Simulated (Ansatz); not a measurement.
**F$_{2}$GeH$_{2}$O···HCl: density, localisation and related maps**

```xyz
8

Ge   -0.1919    0.7053   -0.0453
H    -0.4251    1.9864    0.7393
F     1.3883    0.6866   -0.7546
F    -1.2562    0.5852   -1.4070
O    -0.3960   -0.7014    0.9795
H    -0.3270   -1.5541    0.5171
Cl    0.7804   -3.6930    1.0748
H     0.9527   -2.8145    2.0079
```

All numbers below come from RKS B3LYP/def2-SVP in Ansatz 0.2.0.

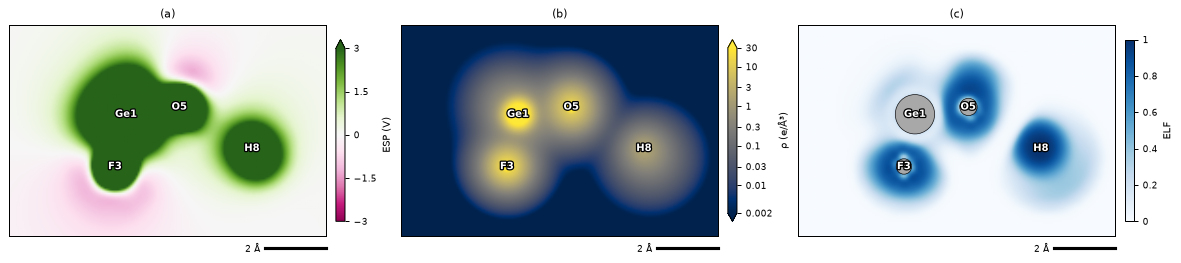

Figure 1. (a) electrostatic potential; (b) electron density; (c) electron localisation function on the plane of atoms F3, Ge1 and O5. Grey discs cover the atomic cores in the ELF map.

Question: What do the fields say about this system?

Answer: Atoms in the plane: Ge, F, O and H.
Ge–F (1.73 Å): ρ at the midpoint is about 0.93 e/Å³; the ELF peaks at about 0.80 in the valence shell of F, 0.5 Å from its nucleus, and is about 0.25 at the midpoint.
Ge–O (1.75 Å): ρ at the midpoint is about 1 e/Å³; the ELF peaks at about 0.85 in the valence shell of O, 0.6 Å from its nucleus, and is about 0.35 at the midpoint.
The ELF also peaks beside F3 and O5, away from the bonds: lone-pair regions.
Outside the dense part of the complex the potential is most negative (−1.3 V) near O5.

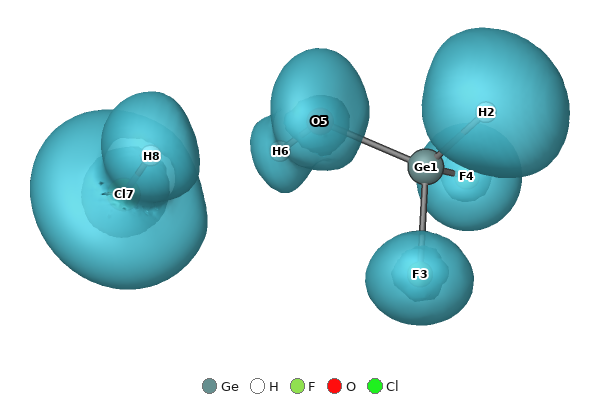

Figure 2. Isosurface of the electron localisation function at 0.75 (cyan), seen from one side. Only the valence region is drawn (cores and ρ < 0.01 e/Å³ removed).

Question: Where are the electrons localised?

Answer: The ELF exceeds this value in one region around a hydrogen nucleus, two regions wrapped around F (the valence shell of each), one joined region spread over several atoms (Cl, H), in which their bonds and any lone pairs are merged and one joined region spread over several atoms (H, O), in which their bonds and any lone pairs are merged. Along the contacts the grid gives the following. Cl7···H6 (2.47 Å): the ELF dips to about 0.05 between them; by its geometry a hydrogen bond between the two molecules, with no shared pair.

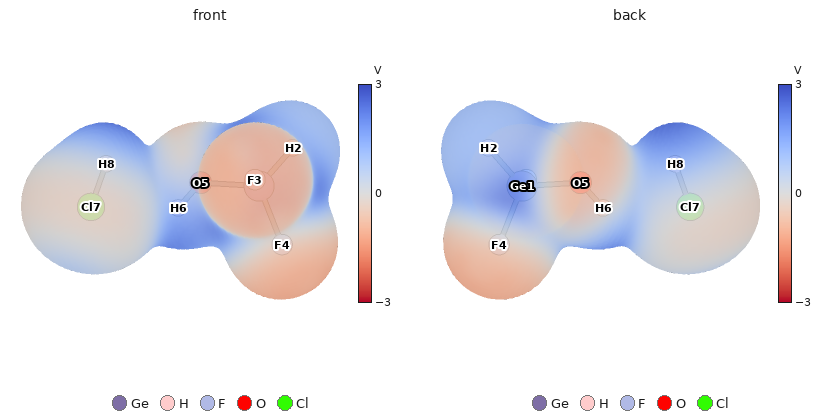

Figure 3. The molecular electrostatic potential painted on the density surface at 0.002 e/bohr³, seen from the front and from behind; the colour scale runs from red (negative) to blue (positive).

Question: Describe the electrostatic potential map.

Answer: The most negative region (about −1.1 V) lies over F3 and F4, the most positive (about +2.3 V) over H8.

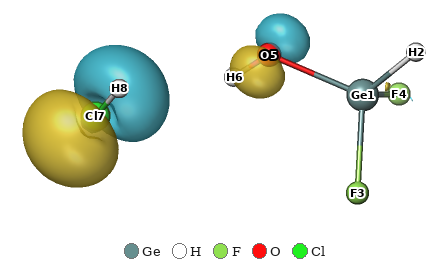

Figure 4. The HOMO−1 at ±0.2 Å⁻³ᐟ² (yellow and cyan are the two phases), seen from one side.

Question: Where does this orbital lie, and at what energy?

Answer: It lies mainly on Cl7 (about 80 %) and O5 (about 15 %); largely a lone pair of Cl7. Its energy is −9.23 eV.
